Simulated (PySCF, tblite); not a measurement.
# C3H5N: changes of charge, electronic excitations, EPR parameters, part 3 of 3

tblite 0.8.0 and PySCF 2.14.0. Atoms count from 0.

## 14. Single point (C₃H₅N): wB97X-D3(BJ)/ma-def2-TZVP in dichloromethane

Geometry: PBE0-D3(BJ)/def2-SVP.

Job settings and geometry (Å):

```
{"job": {"kind": "sp", "xc": "wB97X", "basis": "ma-def2-TZVP", "d3": "d3bj", "grid": 2, "solvent": "dichloromethane"}, "charge": 0, "multiplicity": 1}
C     -0.963605     0.341172     0.002415
C      0.306588    -0.441544    -0.321440
C      1.460816    -0.000899     0.455161
N      2.362385     0.364515     1.082145
H     -1.800155    -0.030615    -0.606299
H     -1.234766     0.234286     1.062362
H     -0.833475     1.412199    -0.208271
H      0.162843    -1.517570    -0.131037
H      0.562743    -0.347833    -1.389306
```

The log of the run:

```text
final grid: 71480 points
cycle   1  E = -172.2165945442  dE = -1.018e-03  |g| = 5.096e-02  |ddm| = 1.385e-01
cycle   2  E = -172.2163115665  dE =  2.830e-04  |g| = 6.515e-02  |ddm| = 8.104e-02
cycle   3  E = -172.2171583602  dE = -8.468e-04  |g| = 4.938e-03  |ddm| = 3.245e-02
cycle   4  E = -172.2171703823  dE = -1.202e-05  |g| = 8.447e-04  |ddm| = 2.317e-02
cycle   5  E = -172.2171707082  dE = -3.259e-07  |g| = 1.982e-04  |ddm| = 3.977e-03
cycle   6  E = -172.2171707237  dE = -1.550e-08  |g| = 5.146e-05  |ddm| = 8.510e-04
cycle   7  E = -172.2171707247  dE = -1.046e-09  |g| = 1.499e-05  |ddm| = 2.045e-04
converged SCF energy = -172.2171707247
```

Wall time 6.1 s (1 thread of Arm Neoverse V1, shared host); peak memory 0.61 GiB.

## 15. Single point (C₃H₅N+ (doublet), CCC#[N+]): wB97X-D3(BJ)/ma-def2-TZVP in dichloromethane

Geometry: PBE0-D3(BJ)/def2-SVP.

Job settings and geometry (Å):

```
{"job": {"kind": "sp", "xc": "wB97X", "basis": "ma-def2-TZVP", "d3": "d3bj", "grid": 2, "solvent": "dichloromethane"}, "charge": 1, "multiplicity": 2}
C     -1.030943     0.254789    -0.018490
C      0.327804    -0.333050    -0.230644
C      1.460669     0.183010     0.422896
N      2.435184     0.591454     0.974615
H     -1.783937    -0.327051    -0.564765
H     -1.297439     0.301368     1.054651
H     -1.066608     1.307179    -0.369498
H      0.380504    -1.458573    -0.052224
H      0.624762    -0.471743    -1.317959
```

The log of the run:

```text
final grid: 71480 points
cycle   1  E = -171.8677883923  dE = -1.291e-03  |g| = 3.360e-02  |ddm| = 1.690e-01
cycle   2  E = -171.8677381668  dE =  5.023e-05  |g| = 3.812e-02  |ddm| = 6.252e-02
cycle   3  E = -171.8683670964  dE = -6.289e-04  |g| = 4.067e-03  |ddm| = 2.075e-02
cycle   4  E = -171.8684112923  dE = -4.420e-05  |g| = 2.530e-03  |ddm| = 1.585e-02
cycle   5  E = -171.8684252930  dE = -1.400e-05  |g| = 1.499e-03  |ddm| = 4.229e-03
cycle   6  E = -171.8684433600  dE = -1.807e-05  |g| = 9.192e-04  |ddm| = 6.772e-03
cycle   7  E = -171.8684489105  dE = -5.551e-06  |g| = 2.858e-04  |ddm| = 4.679e-03
cycle   8  E = -171.8684494776  dE = -5.671e-07  |g| = 1.692e-04  |ddm| = 1.279e-03
cycle   9  E = -171.8684496066  dE = -1.290e-07  |g| = 5.668e-05  |ddm| = 6.756e-04
cycle  10  E = -171.8684496236  dE = -1.699e-08  |g| = 2.587e-05  |ddm| = 2.658e-04
cycle  11  E = -171.8684496272  dE = -3.530e-09  |g| = 1.701e-05  |ddm| = 9.389e-05
converged SCF energy = -171.8684496272
```

It took 12 s on 1 thread of Arm Neoverse V1, shared host; peak memory 0.61 GiB.

## 16. Changes of charge: wB97X-D3(BJ)/ma-def2-TZVP

This step combines the energies above: geometries from PBE0-D3(BJ)/def2-SVP, zero-point and thermal terms from PBE0-D3(BJ)/def2-SVP.

Job settings and geometry (Å):

```
{"job": {"kind": "rx", "dirs": [1], "geom": {"xc": "PBE0", "basis": "def2-SVP", "d3": "d3bj", "grid": 1}, "hess": 1, "level": {"xc": "wB97X", "basis": "ma-def2-TZVP", "d3": "d3bj", "solvents": ["dichloromethane"]}}, "charge": 0, "multiplicity": 1}
C     -0.963605     0.341172     0.002415
C      0.306588    -0.441544    -0.321440
C      1.460816    -0.000899     0.455161
N      2.362385     0.364515     1.082145
H     -1.800155    -0.030615    -0.606299
H     -1.234766     0.234286     1.062362
H     -0.833475     1.412199    -0.208271
H      0.162843    -1.517570    -0.131037
H      0.562743    -0.347833    -1.389306
```

Output (the driver's rows laid out field by field):

```text
ionisation and electron attachment, wB97X-D3(BJ)/ma-def2-TZVP // PBE0-D3(BJ)/def2-SVP

row 1
  change                  oxidation
  charge                  1
  multiplicity            2
  vertical_ev             12.0081
  vertical_s2             0.758
  formula                 C3H5N
  smiles                  CCC#[N+]
  kept                    yes
  pieces                  1
  point_group             C1
  adiabatic_electronic_ev 11.8261
  adiabatic_ev            11.6265
  free_energy_ev          11.5914
  s2                      0.763
  bonds_moved             1 2 1.459 1.406; 1 7 1.102 1.141; 2 3 1.157 1.192; 1 8 1.102 1.136
  spin_on                 3 N 0.594; 1 C 0.116; 7 H 0.091
  charge_moved            3 N 0.331; 2 C 0.247; 7 H 0.127; 8 H 0.12
  vertical_back_ev        11.3897
  relaxation_parent_ev    0.4364
  relaxation_ion_ev       0.182
  reorganisation_ev       0.6184
  solution                solvent dichloromethane, absolute_potential_v 9.2544, solvation_parent_kj -24.39, solvation_ion_kj -249.88
```

Run time: 6.2 min. Hardware: 1 thread of Arm Neoverse V1, shared host; peak memory 0.61 GiB.

Energy taken up on oxidation, or given off on reduction (eV; adiabatic with zero-point energy):

```csv
change,product,vertical,adiabatic,free energy,reorganisation,⟨S²⟩
oxidation (multiplicity 2),CCC#[N+],12.01,11.63,11.59,0.62,0.76
```

On oxidation to multiplicity 2 charge changes most on N3 (+0.33 e), C2 (+0.25 e), H7 (+0.13 e); the spin sits on N3 (0.59), C1 (0.12), H7 (0.09); the bond C1–C2 goes from 1.459 to 1.406 Å; the absolute potential is 9.25 V in dichloromethane.

## 17. Electronic excitations: TDDFT B3LYP/def2-SVPD

Job settings and geometry (Å):

```
{"job": {"kind": "uv", "xc": "B3LYP", "basis": "def2-SVPD", "nstates": 6, "ntriplets": 0}, "charge": 0, "multiplicity": 1}
C     -0.963605     0.341172     0.002415
C      0.306588    -0.441544    -0.321440
C      1.460816    -0.000899     0.455161
N      2.362385     0.364515     1.082145
H     -1.800155    -0.030615    -0.606299
H     -1.234766     0.234286     1.062362
H     -0.833475     1.412199    -0.208271
H      0.162843    -1.517570    -0.131037
H      0.562743    -0.347833    -1.389306
```

Method: TDDFT B3LYP/def2-SVPD, vertical, gas phase, core orbitals frozen in the response.

The log of the run:

```text
coarse grid: 7424 points
cycle   1  E = -171.8695041737  dE =  2.531e-01  |g| = 4.357e-01  |ddm| = 3.782e+00
cycle   2  E = -171.6993823220  dE =  1.701e-01  |g| = 9.743e-01  |ddm| = 1.561e+00
cycle   3  E = -171.9148794434  dE = -2.155e-01  |g| = 1.265e-01  |ddm| = 1.074e+00
cycle   4  E = -171.9187192665  dE = -3.840e-03  |g| = 3.278e-02  |ddm| = 1.514e-01
cycle   5  E = -171.9189718222  dE = -2.526e-04  |g| = 7.066e-03  |ddm| = 4.517e-02
cycle   6  E = -171.9189850032  dE = -1.318e-05  |g| = 1.070e-03  |ddm| = 1.240e-02
cycle   7  E = -171.9189853007  dE = -2.975e-07  |g| = 1.796e-04  |ddm| = 2.516e-03
final grid: 71480 points
cycle   8  E = -171.9504526447  dE = -2.068e-05  |g| = 3.609e-03  |ddm| = 5.295e-02
cycle   9  E = -171.9504512616  dE =  1.383e-06  |g| = 4.296e-03  |ddm| = 9.708e-03
cycle  10  E = -171.9504559421  dE = -4.680e-06  |g| = 7.998e-04  |ddm| = 4.751e-03
cycle  11  E = -171.9504560730  dE = -1.309e-07  |g| = 2.589e-04  |ddm| = 9.582e-04
cycle  12  E = -171.9504560868  dE = -1.373e-08  |g| = 4.968e-05  |ddm| = 3.043e-04
cycle  13  E = -171.9504560874  dE = -6.566e-10  |g| = 1.045e-05  |ddm| = 8.923e-05
converged SCF energy = -171.9504560874

Static polarisability (au): isotropic 41.346, principal 34.264 37.126 52.649

Singlet excitations
state   eV       nm        f      main configurations
  1   7.6035    163.1   0.00001   H->L 0.54, H->L+2 0.20, H-1->L+1 0.16
  2   7.8746    157.4   0.01165   H-1->L 0.47, H->L+1 0.38, H-1->L+2 0.09
  3   7.9278    156.4   0.00064   H-1->L+1 0.80, H->L 0.15
  4   8.3882    147.8   0.00493   H->L+2 0.67, H->L 0.27
  5   8.4381    146.9   0.02345   H-1->L+2 0.45, H-1->L 0.41, H->L+1 0.11
  6   8.8593    139.9   0.00421   H-2->L 0.90
```

Run time: 7 s. Hardware: 1 thread of Arm Neoverse V1, shared host.

Frontier orbitals and where they lie:

```csv
orbital,eV,atoms
HOMO−3,-10.77,"C0 34 %, C1 14 %, H5 14 %"
HOMO−2,-9.92,"N3 76 %, C2 16 %"
HOMO−1,-9.17,"N3 47 %, C2 36 %, C1 7 %"
HOMO,-9.10,"N3 45 %, C2 33 %, C1 10 %"
LUMO,-0.09,"C0 20 %, C1 19 %, C2 15 %"
LUMO+1,0.56,"N3 35 %, C2 29 %, C1 15 %"
LUMO+2,0.66,"C2 32 %, N3 22 %, C1 14 %"
```

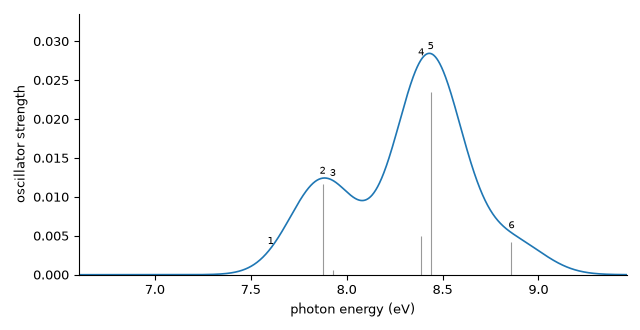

Absorption spectrum from the 6 singlet states computed; above the last one it falls off for lack of states. Lines are broadened to a width of 0.40 eV (Gaussian).

Ground-state properties from the same run:

```csv
property,computed
dipole moment (D),4.12
polarisability (Å³),6.13
HOMO–LUMO gap (eV),9.01
−ε(HOMO) (eV),9.10
```

## 18. EPR parameters (C₃H₅N+ (doublet), CCC#[N+]): UKS B3LYP, pcH-1 on C H N

Job settings and geometry (Å):

```
{"job": {"kind": "epr", "basis": "pcH-1"}, "charge": 1, "multiplicity": 2}
C     -1.030943     0.254789    -0.018490
C      0.327804    -0.333050    -0.230644
C      1.460669     0.183010     0.422896
N      2.435184     0.591454     0.974615
H     -1.783937    -0.327051    -0.564765
H     -1.297439     0.301368     1.054651
H     -1.066608     1.307179    -0.369498
H      0.380504    -1.458573    -0.052224
H      0.624762    -0.471743    -1.317959
```

Method: UKS B3LYP, pcH-1 on C H N, non-relativistic, mean-field spin-orbit, GIAO.

The log of the run:

```text
UKS, coarse grid
  cycle   1  E = -171.61789690  |g| = 2.60e-01
  cycle   2  E = -171.53548337  |g| = 5.12e-01
  cycle   3  E = -171.65619311  |g| = 6.88e-02
  cycle   4  E = -171.65647490  |g| = 5.75e-02
  cycle   5  E = -171.65818722  |g| = 1.58e-02
  cycle   6  E = -171.65834525  |g| = 8.76e-03
  cycle   7  E = -171.65839088  |g| = 2.62e-03
  cycle   8  E = -171.65839925  |g| = 8.55e-04
UKS, final grid
  cycle   1  E = -171.65840466  |g| = 1.42e-03
  cycle   2  E = -171.65839832  |g| = 3.76e-03
  cycle   3  E = -171.65840609  |g| = 3.39e-04
  cycle   4  E = -171.65840617  |g| = 1.60e-04
  cycle   5  E = -171.65840624  |g| = 8.87e-05
  cycle   6  E = -171.65840626  |g| = 3.04e-05
  cycle   7  E = -171.65840627  |g| = 1.74e-05
E = -171.65840627 Eh   <S^2> = 0.7584 (exact 0.7500)
g shifts (ppm)      1          2          3
  rmc          -167       -167       -167
  gc              3         28         16
  oz_so          47       2545      15888
  total        -117       2405      15737
hyperfine (MHz)  atom isotope    a_iso     a_fc   dipolar eigenvalues
    0   13C     -12.02     -12.02     -6.89     -5.85     12.74
    1   13C     -16.53     -16.53    -17.34    -15.10     32.44
    2   13C     -15.28     -15.28    -21.65      0.07     21.59
    3   14N       9.60       9.60    -25.12    -21.68     46.81
    4    1H      -3.64      -3.64     -2.22     -1.96      4.18
    5    1H      98.94      98.94     -5.60     -2.43      8.04
    6    1H     129.19     129.19     -5.86     -2.88      8.74
    7    1H     314.08     314.08    -11.66     -8.80     20.46
    8    1H     273.72     273.72    -11.13     -8.60     19.73
```

It took 17 s on 1 thread of Arm Neoverse V1, shared host.

Principal g values 2.00220, 2.00472, 2.01806; g(iso) = 2.00833, against 2.00232 for a free electron.

Hyperfine couplings; where a row names several nuclei, a(iso) is their mean (it holds for fast rotation or exchange) and the dipolar term the largest among them:

```csv
nuclei,isotope,a(iso) (MHz),"a(iso) (G, at g = 2.0023)",largest dipolar term (MHz)
"H7, H8",1H,293.9,104.9,20.5
"H4, H5, H6",1H,74.8,26.7,8.7
C1,13C,-16.5,-5.9,32.4
C2,13C,-15.3,-5.5,-21.7
C0,13C,-12.0,-4.3,12.7
N3,14N,9.6,3.4,46.8
```

Mulliken spin populations:

```csv
atom,value (e)
C0,0.03
C1,0.08
C2,0.06
N3,0.52
H4,0.00
H5,0.04
H6,0.05
H7,0.12
H8,0.10
```

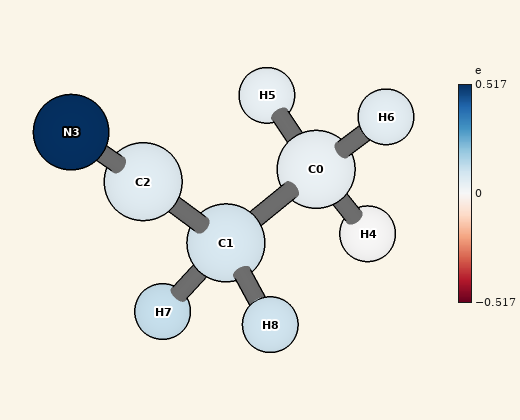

Mulliken spin populations, as colours on the atoms.

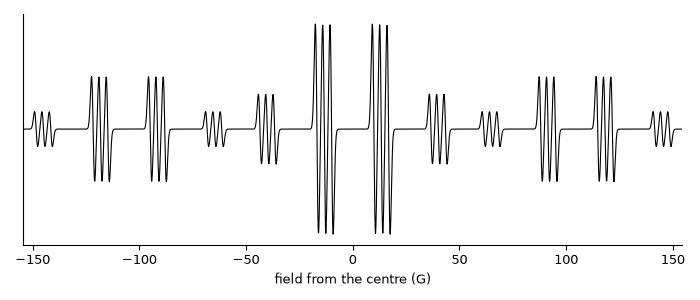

First-order isotropic spectrum (first derivative, main isotopes with spin only, couplings over 0.8 MHz, Gaussian width 0.7 G; couplings of the frozen geometry, rotation of groups not averaged beyond the rows shown).

## 19. Spectra of the species

Job settings and geometry (Å):

```
{"job": {"kind": "rx", "dirs": [1], "geom": {"xc": "PBE0", "basis": "def2-SVP", "d3": "d3bj", "grid": 1}, "hess": 1, "level": {"xc": "wB97X", "basis": "ma-def2-TZVP", "d3": "d3bj", "solvents": ["dichloromethane"]}, "spectra": true}, "charge": 0, "multiplicity": 1}
C     -0.963605     0.341172     0.002415
C      0.306588    -0.441544    -0.321440
C      1.460816    -0.000899     0.455161
N      2.362385     0.364515     1.082145
H     -1.800155    -0.030615    -0.606299
H     -1.234766     0.234286     1.062362
H     -0.833475     1.412199    -0.208271
H      0.162843    -1.517570    -0.131037
H      0.562743    -0.347833    -1.389306
```

The log of the run:

```text
uv CCC#N +0: TDDFT B3LYP/def2-SVPD, vertical, gas phase, core orbitals frozen in the response
epr CCC#[N+] +1: UKS B3LYP, pcH-1 on C H N, non-relativistic, mean-field spin-orbit, GIAO
```

Run time: 24 s. Hardware: 1 thread of Arm Neoverse V1, shared host.

This step only lists the spectra that were run on the species above.

## 20. What came out

What follows sums up all 3 parts.

```
                                     quantity                                  value
    strongest single infrared mode (GFN2-xTB)                  2417 cm⁻¹, 186 km/mol
                 zero-point energy (GFN2-xTB)                          45.8 kcal/mol
                                  point group                                     Cs
         rotational constants (main isotopes)                  28.11, 4.69, 4.23 GHz
        surface potential, least and greatest                     -1.86 V and 1.38 V
ionisation energy (wB97X-D3(BJ)/ma-def2-TZVP)  vertical 12.01 eV, adiabatic 11.63 eV
             lowest singlet (B3LYP/def2-SVPD)            7.60 eV (163 nm), f = 0.000
     brightest single state of those computed            state 5, 8.44 eV, f = 0.023
```

In words: All 21 modes are real, so the xTB geometry is a minimum. The strongest single mode, at 2417 cm⁻¹, moves mainly C2 and N3. GFN2-xTB is a fitted tight-binding method: band positions and strengths are rough. Its intensities can rank the bands wrongly. Over 2 steps the energy fell by 0.036 eV; of the close pairs, C1–C2 changed most, 1.441 to 1.459 Å (PBE0/def2-SVP). At wB97X-D3(BJ)/ma-def2-TZVP, relaxation with the zero-point term after oxidation moves the energy taken up from 12.01 eV (vertical) to 11.63 eV (adiabatic, with zero-point energy). The lowest singlet, at 7.60 eV, is HOMO→LUMO 0.54, HOMO→LUMO+2 0.20 and is dark; of the 6 states computed, the strongest absorption comes from state 5 at 8.44 eV.
